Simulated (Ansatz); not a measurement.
# O$_{3}$ (charge +1): geometry relaxation

O$_{3}$, charge +1, multiplicity 2, SMILES [O][O+]=O, computed with UKS PBE0-D4/def2-TZVPP (Ansatz 0.2.0).

Figures and captions count atoms from 1; the log counts them from 0 in places.

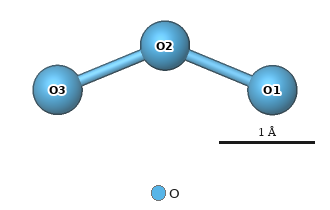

Fig. 1: The structure as given in the input (ball-and-stick view, seen on its broad side; atoms are numbered from 1 in the order of the input). Bond lengths as drawn: O–O 1.22 Å.

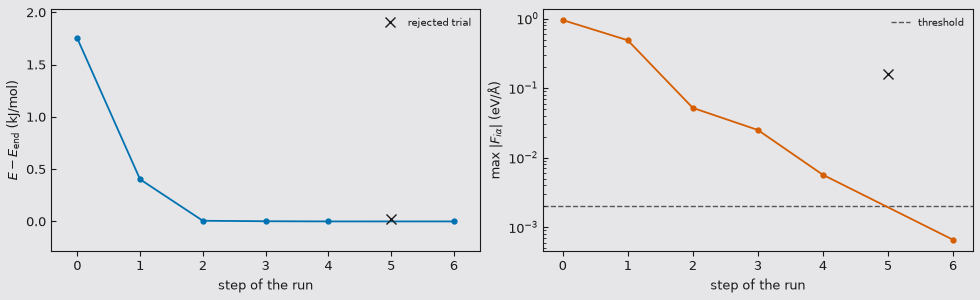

Fig. 2: Progress of the relaxation, step by step (the first geometry is step 0 here and step 1 in the log).

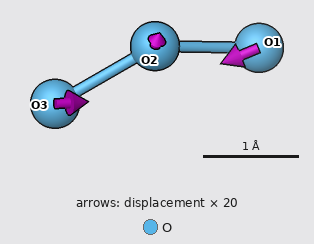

Fig. 3: The starting structure with the displacements as pink arrows, magnified 20 times (ball-and-stick view, seen at a tilt). The two geometries are laid on each other by the best rigid fit. After 6 geometry steps the energy has fallen by 1.75 kJ/mol. Largest force component: 0.95 eV/Å at the start, 0.00066 eV/Å at the end. The line search rejected the trial step at point 5 (counted from 0) and went back. O1 moves most after the best rigid fit: 0.023 Å. Distances before and after: O1–O2 1.224 → 1.207 Å, O2–O3 1.224 → 1.216 Å. Among the angles that change: O1–O2–O3 134.8° → 132.8°. (Atoms are counted from 1 in the order of the input.)

These pictures come from the run below.

Input
```yaml
crystal:
  periodic: [false, false, false]
  atoms:
    - { symbol: O, position_ang: [1.13429649, -0.1271927, -0.00359967] }
    - { symbol: O, position_ang: [-0.00817524, 0.31329935, -0.00274913] }
    - { symbol: O, position_ang: [-1.12611125, -0.18611665, 0.0063588] }
magnetization:
  spin_polarized: true
  initial_magnetization: 1
total_charge: 1
basis:
  gaussian: { orbitals: def2-TZVPP }
hamiltonian:
  xc: pbe0
  dispersion: d4
relax:
  f_tol: 0.002
  max_steps: 150
```

Command:
```bash
ansatz run input.yaml --threads 4 --pin off --max-ram 10240MiB --backend cpu --events-out ev --progress --plain --runs-dir out
```

What the program printed
```
The last accepted step is kept in [file] (removed where the run ends without a failure and the disk answers)
Engine: ansatz 0.2.0, x86_64-unknown-linux-gnu
Functional definition: PBE0
  parameter a = 0.25
  parameter kappa = 0.804
  parameter beta = 0.06672455060314922
  exchange = (1 - a)*pbe_x(kappa = kappa, mu = beta*pi^2/3) + a*exact_x
  correlation = pbe_c(beta = beta)
453 factors; their error is unknown
mean field evaluation 1: about -6116.0599 eV, gradient 2.4e1 eV
mean field evaluation 2: about -6115.2461 eV, gradient 2.9e1 eV
mean field evaluation 4: about -6117.6096 eV, gradient 7.0e-1 eV
mean field evaluation 8: about -6117.6377 eV, gradient 1.7e-1 eV
mean field evaluation 16: about -6117.6378 eV, gradient 6.6e-5 eV
mean field evaluation 32: about -6117.6119 eV, gradient 1.2e-2 eV
mean field -6117.71135521 eV, -224.8217455702 hartree, gradient 2.7e-5 eV, S^2 1.056958; 7 other end points of the search recorded, 0 dependent functions left out
the calculation of the forces begins
reference -6117.71136510 eV, -224.8217459336 hartree; 12, 11 occupied and 81, 82 virtual orbitals, 453 factors
WARN: the results are in doubt because the forces break the atoms' symmetry
relax step   1: F+E_penalty+E_count = -6117.72467408 eV  Δ(F+E_penalty+E_count) = +0.000e0 eV  max|allowed force component| = 9.524e-1 eV/Å  Δτ_max = 0.0000 Å  (202 SCF iters, accepted)
these checks for a lower state are left out or cut short: starts, cluster_reference, orbital_swaps, neighbouring_geometries, increment
453 factors; their error is unknown
mean field evaluation 64: about -6117.7253 eV, gradient 4.5e-5 eV
mean field -6117.72531929 eV, -224.8222587409 hartree, gradient 5.9e-6 eV, S^2 1.028728; 0 other end points of the search recorded, 0 dependent functions left out
the calculation of the forces begins
reference -6117.72532915 eV, -224.8222591031 hartree; 12, 11 occupied and 81, 82 virtual orbitals, 453 factors
relax step   2: F+E_penalty+E_count = -6117.73865016 eV  Δ(F+E_penalty+E_count) = -1.398e-2 eV  max|allowed force component| = 4.880e-1 eV/Å  Δτ_max = 0.0115 Å  (67 SCF iters, accepted)
these checks for a lower state are left out or cut short: starts, cluster_reference, orbital_swaps, neighbouring_geometries, increment
453 factors; their error is unknown
mean field -6117.72942109 eV, -224.8224094793 hartree, gradient 6.0e-6 eV, S^2 1.002945; 0 other end points of the search recorded, 0 dependent functions left out
the calculation of the forces begins
reference -6117.72943092 eV, -224.8224098405 hartree; 12, 11 occupied and 81, 82 virtual orbitals, 453 factors
relax step   3: F+E_penalty+E_count = -6117.74276218 eV  Δ(F+E_penalty+E_count) = -4.112e-3 eV  max|allowed force component| = 5.200e-2 eV/Å  Δτ_max = 0.0110 Å  (67 SCF iters, accepted)
these checks for a lower state are left out or cut short: starts, cluster_reference, orbital_swaps, neighbouring_geometries, increment
453 factors; their error is unknown
mean field -6117.72946828 eV, -224.8224112133 hartree, gradient 5.9e-6 eV, S^2 1.005001; 0 other end points of the search recorded, 0 dependent functions left out
the calculation of the forces begins
reference -6117.72947811 eV, -224.8224115746 hartree; 12, 11 occupied and 81, 82 virtual orbitals, 453 factors
relax step   4: F+E_penalty+E_count = -6117.74280899 eV  Δ(F+E_penalty+E_count) = -4.681e-5 eV  max|allowed force component| = 2.502e-2 eV/Å  Δτ_max = 0.0006 Å  (69 SCF iters, accepted)
these checks for a lower state are left out or cut short: starts, cluster_reference, orbital_swaps, neighbouring_geometries, increment
453 factors; their error is unknown
mean field evaluation 96: about -6117.7295 eV, gradient 2.1e-3 eV
mean field -6117.72948597 eV, -224.8224118632 hartree, gradient 6.1e-6 eV, S^2 1.006816; 0 other end points of the search recorded, 0 dependent functions left out
the calculation of the forces begins
reference -6117.72949580 eV, -224.8224122246 hartree; 12, 11 occupied and 81, 82 virtual orbitals, 453 factors
relax step   5: F+E_penalty+E_count = -6117.74282660 eV  Δ(F+E_penalty+E_count) = -1.761e-5 eV  max|allowed force component| = 5.676e-3 eV/Å  Δτ_max = 0.0007 Å  (67 SCF iters, accepted)
these checks for a lower state are left out or cut short: starts, cluster_reference, orbital_swaps, neighbouring_geometries, increment
453 factors; their error is unknown
mean field -6117.72924008 eV, -224.8224028272 hartree, gradient 5.5e-6 eV, S^2 1.012930; 0 other end points of the search recorded, 0 dependent functions left out
the calculation of the forces begins
reference -6117.72924992 eV, -224.8224031888 hartree; 12, 11 occupied and 81, 82 virtual orbitals, 453 factors
relax step   6: F+E_penalty+E_count = -6117.74258048 eV  Δ(F+E_penalty+E_count) = +2.461e-4 eV  max|allowed force component| = 1.588e-1 eV/Å  Δτ_max = 0.0020 Å  (67 SCF iters, rejected (line search))
these checks for a lower state are left out or cut short: starts, cluster_reference, orbital_swaps, neighbouring_geometries, increment
453 factors; their error is unknown
mean field -6117.72948714 eV, -224.8224119065 hartree, gradient 7.8e-6 eV, S^2 1.007319; 0 other end points of the search recorded, 0 dependent functions left out
the calculation of the forces begins
reference -6117.72949698 eV, -224.8224122679 hartree; 12, 11 occupied and 81, 82 virtual orbitals, 453 factors
relax step   7: F+E_penalty+E_count = -6117.74282783 eV  Δ(F+E_penalty+E_count) = -1.233e-6 eV  max|allowed force component| = 6.611e-4 eV/Å  Δτ_max = 0.0002 Å  (67 SCF iters, accepted)
453 factors; their error is unknown
mean field evaluation 128: about -6117.7033 eV, gradient 1.7e-1 eV
mean field evaluation 160: about -6117.7000 eV, gradient 5.6e-1 eV
mean field -6117.72948714 eV, -224.8224119065 hartree, gradient 7.8e-6 eV, S^2 1.007319; 6 other end points of the search recorded, 0 dependent functions left out
the calculation of the forces begins
reference -6117.72949698 eV, -224.8224122679 hartree; 12, 11 occupied and 81, 82 virtual orbitals, 453 factors
Total energy: -6117.74283766 eV, -224.8229025291 hartree
Atom 0 at     1.112311    -0.132087    -0.003464 Å, force    -0.000661    -0.000094     0.000004 eV/Å
Atom 1 at    -0.005269     0.323361    -0.002851 Å, force     0.000110     0.000206    -0.000002 eV/Å
Atom 2 at    -1.107032    -0.191284     0.006325 Å, force     0.000551    -0.000112    -0.000001 eV/Å
Dipole moment:    -0.054084     0.004114     0.000189 e Å
```

Trajectory as extended XYZ (Å, eV, eV/Å), 7 frames, from step=1 to step=7
```
3
Properties=species:S:1:pos:R:3:forces:R:3 step=1 energy=-6117.72467
O     1.1343   -0.1272   -0.0036   -0.9524   0.0360   0.0037
O    -0.0082    0.3133   -0.0027    0.1822  -0.0416  -0.0004
O    -1.1261   -0.1861    0.0064    0.7702   0.0056  -0.0033
3
Properties=species:S:1:pos:R:3:forces:R:3 step=2 energy=-6117.73865
O     1.1230   -0.1295   -0.0035   -0.4880   0.0260   0.0018
O    -0.0076    0.3177   -0.0028    0.1740   0.0010  -0.0007
O    -1.1154   -0.1882    0.0063    0.3139  -0.0271  -0.0011
3
Properties=species:S:1:pos:R:3:forces:R:3 step=3 energy=-6117.74276
O     1.1122   -0.1316   -0.0035    0.0133  -0.0113   0.0000
O    -0.0058    0.3221   -0.0028    0.0387   0.0415  -0.0005
O    -1.1065   -0.1905    0.0063   -0.0520  -0.0302   0.0005
3
Properties=species:S:1:pos:R:3:forces:R:3 step=4 energy=-6117.74281
O     1.1124   -0.1317   -0.0035    0.0026  -0.0090   0.0001
O    -0.0055    0.3225   -0.0028    0.0146   0.0250  -0.0003
O    -1.1069   -0.1908    0.0063   -0.0172  -0.0160   0.0002
3
Properties=species:S:1:pos:R:3:forces:R:3 step=5 energy=-6117.74283
O     1.1123   -0.1320   -0.0035    0.0016  -0.0040   0.0000
O    -0.0052    0.3231   -0.0028   -0.0051   0.0057   0.0000
O    -1.1071   -0.1912    0.0063    0.0035  -0.0017   0.0000
3
Properties=species:S:1:pos:R:3:forces:R:3 step=6 energy=-6117.74258 accepted=F
O     1.1135   -0.1328   -0.0035   -0.1012   0.0487   0.0000
O    -0.0071    0.3240   -0.0028    0.1588  -0.0293  -0.0004
O    -1.1064   -0.1912    0.0063   -0.0576  -0.0194   0.0004
3
Properties=species:S:1:pos:R:3:forces:R:3 step=7 energy=-6117.74283
O     1.1123   -0.1321   -0.0035   -0.0007  -0.0001   0.0000
O    -0.0053    0.3234   -0.0029    0.0001   0.0002   0.0000
O    -1.1070   -0.1913    0.0063    0.0006  -0.0001   0.0000
```

Summary

| quantity | value |
| --- | --- |
| outcome | converged |
| total energy | −6117.7428 eV |
| mean-field energy | −6117.7295 eV |
| ⟨S²⟩ | 1.007 |
| SCF solution under orbital rotations | stable |
| largest force (length of the vector) at the end | 0.001 eV/Å |
| hardware | 4 threads of Intel Xeon @ 2.50GHz (Skylake/Cascade Lake), 189 GiB of memory available, shared host |
| wall time | 24 s (CPU time 80 s) |
| peak memory | 0.19 GiB |

Notes

⟨S²⟩ is 1.01 against 0.75 for a pure state: the solution is spin-contaminated.
